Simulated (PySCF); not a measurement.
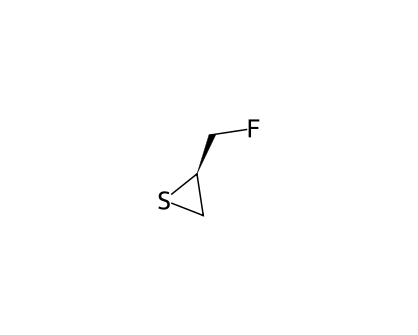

The computed structure is the end point of a GFN2-xTB optimisation. No frequency run is at hand to confirm it as a minimum. Level of theory: PBE0/def2-SVPD, gas phase (PySCF 2.14.0). Excitations: vertical, linear response.

### Estimate the HOMO–LUMO gap.

6.74 eV.

### Estimate the mean static polarisability.

55.8 bohr³.

### Estimate the HOMO energy (Kohn–Sham orbital).

−6.94 eV.

### What is the lowest vertical singlet excitation?

4.95 eV.
